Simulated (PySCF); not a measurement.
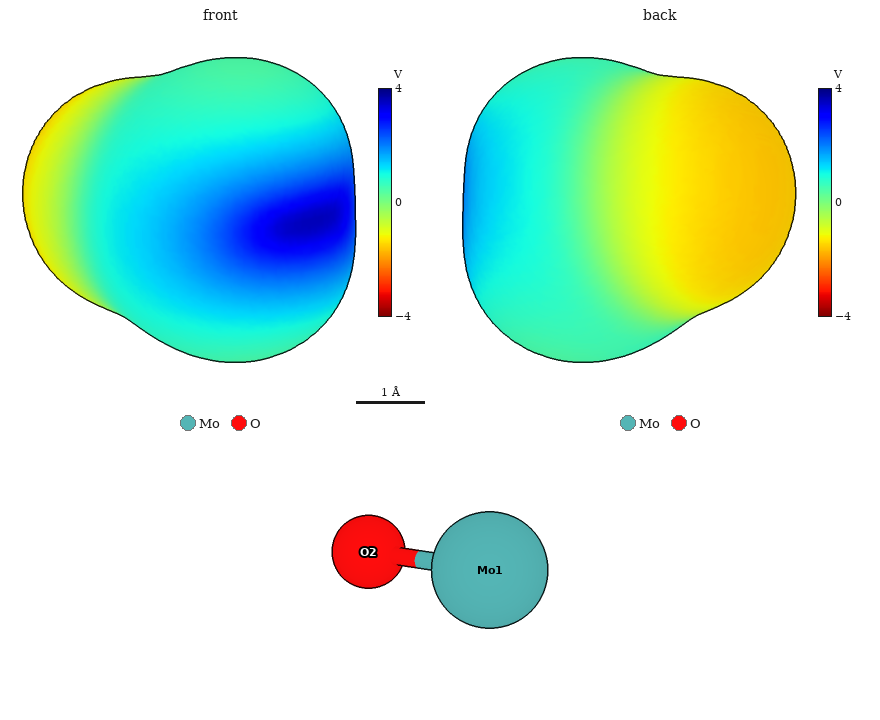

*MoO (quintet). The electrostatic potential painted on the density surface at 0.002 e/bohr³, seen from the front and from behind; the colour scale runs from red (negative) to blue (positive). The bare structure is drawn below in the same view.*

Core potentials replace the inner electrons of Mo.

These are results of PySCF, PBE0/def2-TZVPP, non-relativistic Hamiltonian with scalar-relativistic core potentials where named, at a bond length of 1.683 Å, not measurements.

Describe the electrostatic potential map.

Answer. The most negative region (about −1.6 V) lies over O2, the most positive (about +3.5 V) over Mo1. O2 is the likeliest acceptor of a hydrogen bond.
